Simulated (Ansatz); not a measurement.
**SiH$_{5}$F: geometry relaxation (part 1 of 2)**

- system: SiH$_{5}$F
- method: RHF/def2-SVPD (Ansatz 0.2.0)

It belongs to a series of runs on one base structure; here: end point A relaxed. Figures and captions count atoms from 1; the log counts them from 0 in places.

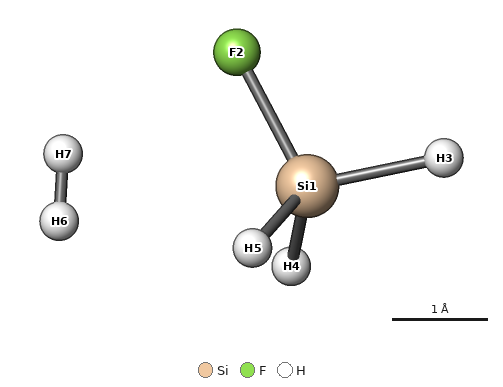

*The structure as given in the input (ball-and-stick view, seen at a tilt; atoms are numbered from 1 in the order of the input).*

Bond lengths as drawn: F–Si 1.61 Å, H–H 0.71 Å and H–Si 1.48 Å.

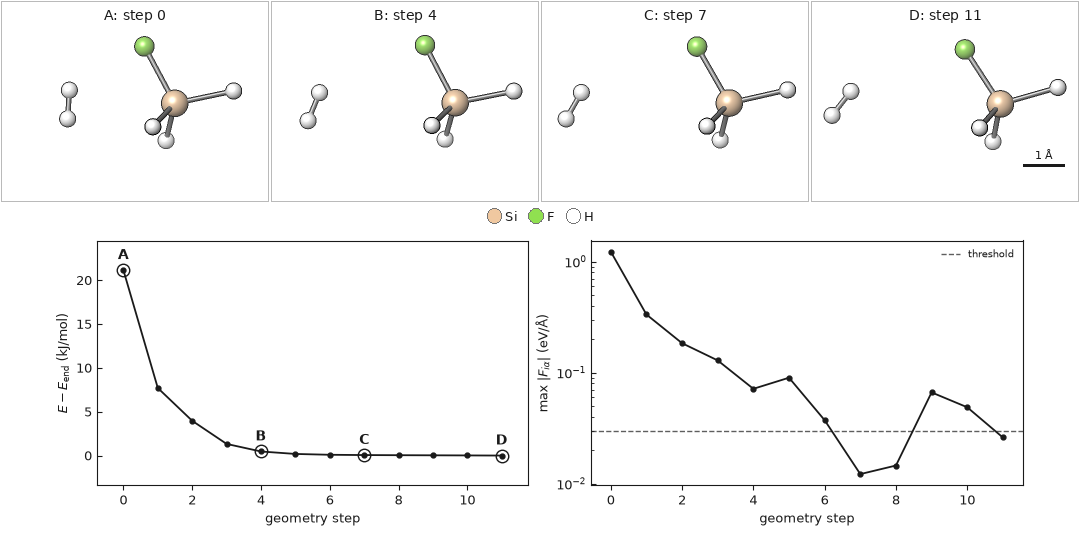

*Frames of the relaxation (ball-and-stick view, seen at a tilt) above the curves, on which the letters mark them (the first geometry is step 0 here and step 1 in the log).*

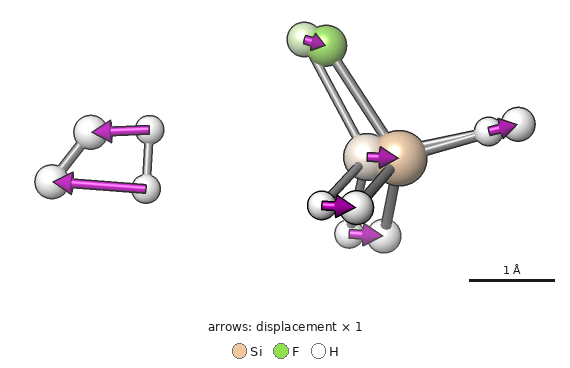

*Start (faint) and end (solid) with the displacements as pink arrows, at true length (ball-and-stick view, seen at a tilt). The two geometries are laid on each other by the best rigid fit.*

Over 11 geometry steps the energy falls by 21.1 kJ/mol. Largest force component: 1.2 eV/Å at the start, 0.026 eV/Å at the end. The largest move after the best rigid fit is that of H6, 1.13 Å. By element the largest moves are H 1.13 Å, Si 0.39 Å, F 0.27 Å. Among the contacts that change: H6–H7 0.711 → 0.748 Å, Si1–F2 1.610 → 1.624 Å, Si1–H3 1.484 → 1.475 Å. (Atoms are counted from 1 in the order of the input.)

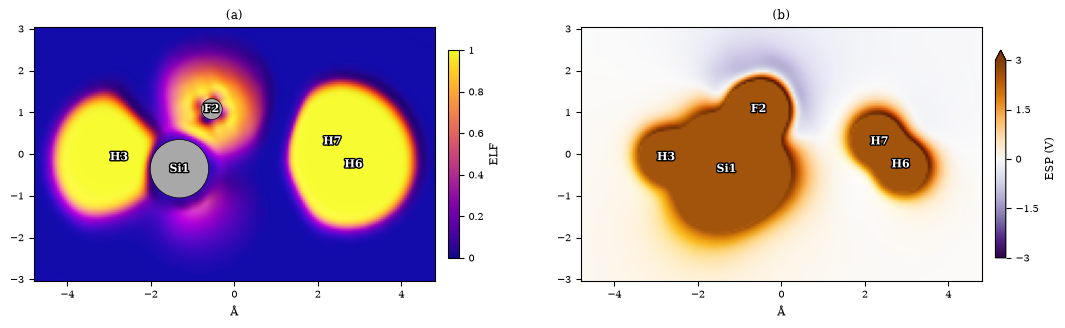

*(a) ELF; (b) electrostatic potential on the plane of atoms F2, Si1 and H3. Grey discs, where drawn, cover atomic cores.*

Atoms in the plane: Si, F and H. Si–F (1.62 Å): the ELF peaks at about 0.90 between the atoms. Si–H (1.48 Å): the ELF climbs to about 1 towards the hydrogen, as it does in any bond to H.

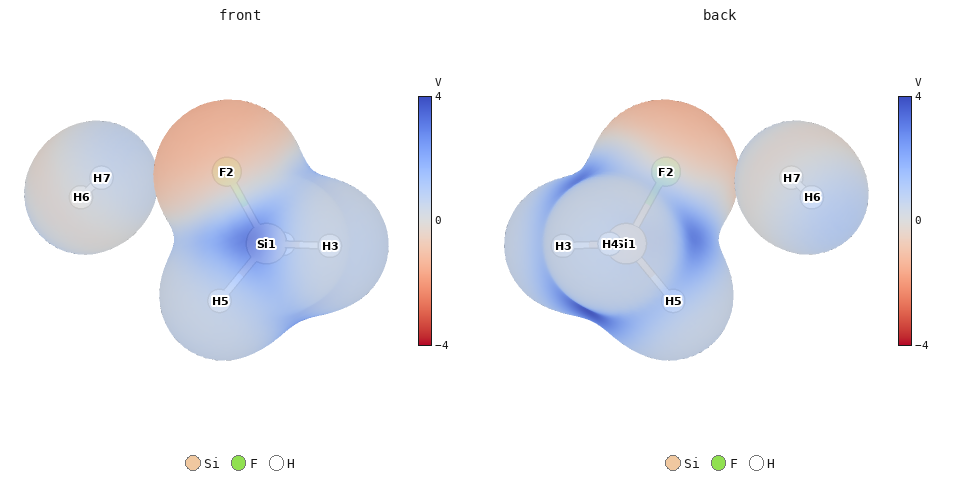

*The molecular electrostatic potential painted on the density surface at 0.004 e/bohr³, seen at a tilt and from behind; the colour scale runs from red (negative) to blue (positive).*

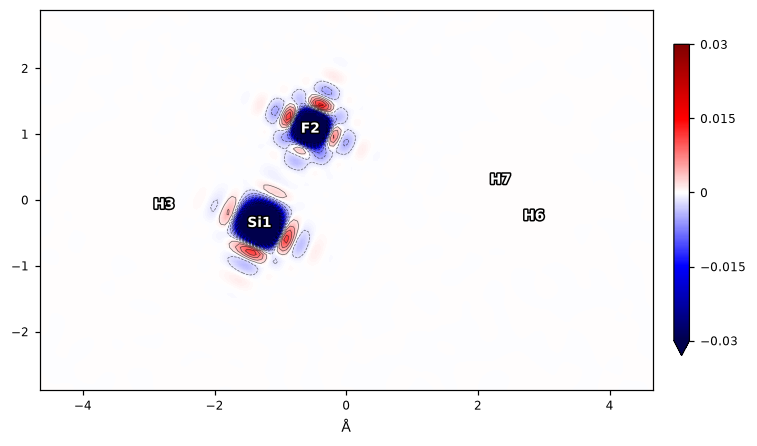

*The HOMO on the plane of atoms F2, Si1 and H3 (values in Å⁻³ᐟ²; the overall sign is arbitrary).*

It lies mainly on Si1 (40 %), H4 (25 %) and H5 (25 %). Its energy is −13.47 eV.

These pictures come from the run below.

### Input
```yaml
crystal:
  periodic: [false, false, false]
  atoms:
    - { symbol: Si, position_ang: [0.226509, 0.0, -0.040799] }
    - { symbol: F, position_ang: [0.259961, 0.0, 1.568683] }
    - { symbol: H, position_ang: [1.636141, 0.0, -0.504691] }
    - { symbol: H, position_ang: [-0.466046, 1.217897, -0.508076] }
    - { symbol: H, position_ang: [-0.466046, -1.217897, -0.508076] }
    - { symbol: H, position_ang: [-2.252945, 0.0, 0.952262] }
    - { symbol: H, position_ang: [-1.871873, 0.0, 1.552197] }
basis:
  gaussian: { orbitals: def2-SVPD }
hamiltonian:
  xc: hf
relax:
  f_tol: 0.03
  max_steps: 50
output:
  orbitals: {}
```

Launch command:
```bash
ansatz run input.yaml --threads 1 --pin off --max-ram 2048MiB --backend cpu --events-out ev --progress --plain --runs-dir out
```

### What the program printed
```
The last accepted step is kept in [file] (removed where the run ends without a failure and the disk answers)
Engine: ansatz 0.2.0, x86_64-unknown-linux-gnu
Functional definition: HF
  exchange = exact_x
  correlation = 0
872 factors; integrals over basis functions are off by at most 4.1e-4 eV
mean field evaluation 1: about -10641.5162 eV, gradient 2.5e1 eV
mean field evaluation 2: about -10641.5163 eV, gradient 2.5e1 eV
mean field evaluation 4: about -10642.9972 eV, gradient 2.0e0 eV
mean field evaluation 8: about -10643.0140 eV, gradient 1.0e-3 eV
mean field -10643.01399541 eV, -391.1235502374 hartree, gradient 2.0e-5 eV, S^2 0.000000; 0 other end points of the search recorded, 0 dependent functions left out
the calculation of the forces begins
reference -10643.01399541 eV, -391.1235502374 hartree; 14, 14 occupied and 73, 73 virtual orbitals, 872 factors
relax step   1: F+E_penalty+E_count = -10643.01399541 eV  Δ(F+E_penalty+E_count) = +0.000e0 eV  max|allowed force component| = 1.230e0 eV/Å  Δτ_max = 0.0000 Å  (26 SCF iters, accepted)
these checks for a lower state are left out or cut short: starts, cluster_reference, orbital_swaps, neighbouring_geometries, increment
872 factors; integrals over basis functions are off by at most 4.0e-4 eV
mean field evaluation 16: about -10643.1533 eV, gradient 1.0e-5 eV
mean field -10643.15328794 eV, -391.1286691434 hartree, gradient 1.0e-5 eV, S^2 0.000000; 0 other end points of the search recorded, 0 dependent functions left out
the calculation of the forces begins
reference -10643.15328794 eV, -391.1286691434 hartree; 14, 14 occupied and 73, 73 virtual orbitals, 872 factors
relax step   2: F+E_penalty+E_count = -10643.15328794 eV  Δ(F+E_penalty+E_count) = -1.393e-1 eV  max|allowed force component| = 3.341e-1 eV/Å  Δτ_max = 0.1980 Å  (21 SCF iters, accepted)
these checks for a lower state are left out or cut short: starts, cluster_reference, orbital_swaps, neighbouring_geometries, increment
872 factors; integrals over basis functions are off by at most 4.0e-4 eV
mean field -10643.19207334 eV, -391.1300944804 hartree, gradient 1.2e-5 eV, S^2 0.000000; 0 other end points of the search recorded, 0 dependent functions left out
the calculation of the forces begins
reference -10643.19207334 eV, -391.1300944804 hartree; 14, 14 occupied and 73, 73 virtual orbitals, 872 factors
relax step   3: F+E_penalty+E_count = -10643.19207334 eV  Δ(F+E_penalty+E_count) = -3.879e-2 eV  max|allowed force component| = 1.842e-1 eV/Å  Δτ_max = 0.2000 Å  (21 SCF iters, accepted)
these checks for a lower state are left out or cut short: starts, cluster_reference, orbital_swaps, neighbouring_geometries, increment
872 factors; integrals over basis functions are off by at most 3.9e-4 eV
mean field -10643.21939865 eV, -391.1310986671 hartree, gradient 1.7e-5 eV, S^2 0.000000; 0 other end points of the search recorded, 0 dependent functions left out
the calculation of the forces begins
reference -10643.21939865 eV, -391.1310986671 hartree; 14, 14 occupied and 73, 73 virtual orbitals, 872 factors
relax step   4: F+E_penalty+E_count = -10643.21939865 eV  Δ(F+E_penalty+E_count) = -2.733e-2 eV  max|allowed force component| = 1.289e-1 eV/Å  Δτ_max = 0.1918 Å  (20 SCF iters, accepted)
these checks for a lower state are left out or cut short: starts, cluster_reference, orbital_swaps, neighbouring_geometries, increment
872 factors; integrals over basis functions are off by at most 4.0e-4 eV
mean field evaluation 32: about -10643.2284 eV, gradient 6.7e-3 eV
mean field -10643.22835154 eV, -391.1314276798 hartree, gradient 7.2e-6 eV, S^2 0.000000; 0 other end points of the search recorded, 0 dependent functions left out
the calculation of the forces begins
reference -10643.22835154 eV, -391.1314276798 hartree; 14, 14 occupied and 73, 73 virtual orbitals, 872 factors
relax step   5: F+E_penalty+E_count = -10643.22835154 eV  Δ(F+E_penalty+E_count) = -8.953e-3 eV  max|allowed force component| = 7.154e-2 eV/Å  Δτ_max = 0.1512 Å  (21 SCF iters, accepted)
these checks for a lower state are left out or cut short: starts, cluster_reference, orbital_swaps, neighbouring_geometries, increment
872 factors; integrals over basis functions are off by at most 4.0e-4 eV
mean field -10643.23125069 eV, -391.1315342215 hartree, gradient 7.7e-6 eV, S^2 0.000000; 0 other end points of the search recorded, 0 dependent functions left out
the calculation of the forces begins
reference -10643.23125069 eV, -391.1315342215 hartree; 14, 14 occupied and 73, 73 virtual orbitals, 872 factors
relax step   6: F+E_penalty+E_count = -10643.23125069 eV  Δ(F+E_penalty+E_count) = -2.899e-3 eV  max|allowed force component| = 9.005e-2 eV/Å  Δτ_max = 0.1380 Å  (21 SCF iters, accepted)
these checks for a lower state are left out or cut short: starts, cluster_reference, orbital_swaps, neighbouring_geometries, increment
872 factors; integrals over basis functions are off by at most 4.0e-4 eV
mean field -10643.23224220 eV, -391.1315706589 hartree, gradient 5.3e-6 eV, S^2 0.000000; 0 other end points of the search recorded, 0 dependent functions left out
the calculation of the forces begins
reference -10643.23224220 eV, -391.1315706589 hartree; 14, 14 occupied and 73, 73 virtual orbitals, 872 factors
relax step   7: F+E_penalty+E_count = -10643.23224220 eV  Δ(F+E_penalty+E_count) = -9.915e-4 eV  max|allowed force component| = 3.731e-2 eV/Å  Δτ_max = 0.0923 Å  (22 SCF iters, accepted)
these checks for a lower state are left out or cut short: starts, cluster_reference, orbital_swaps, neighbouring_geometries, increment
872 factors; integrals over basis functions are off by at most 4.1e-4 eV
mean field -10643.23257929 eV, -391.1315830469 hartree, gradient 5.5e-6 eV, S^2 0.000000; 0 other end points of the search recorded, 0 dependent functions left out
the calculation of the forces begins
reference -10643.23257929 eV, -391.1315830469 hartree; 14, 14 occupied and 73, 73 virtual orbitals, 872 factors
relax step   8: F+E_penalty+E_count = -10643.23257929 eV  Δ(F+E_penalty+E_count) = -3.371e-4 eV  max|allowed force component| = 1.220e-2 eV/Å  Δτ_max = 0.0669 Å  (22 SCF iters, accepted)
these checks for a lower state are left out or cut short: starts, cluster_reference, orbital_swaps, neighbouring_geometries, increment
872 factors; integrals over basis functions are off by at most 4.2e-4 eV
mean field -10643.23274011 eV, -391.1315889569 hartree, gradient 6.4e-6 eV, S^2 0.000000; 0 other end points of the search recorded, 0 dependent functions left out
the calculation of the forces begins
reference -10643.23274011 eV, -391.1315889569 hartree; 14, 14 occupied and 73, 73 virtual orbitals, 872 factors
```
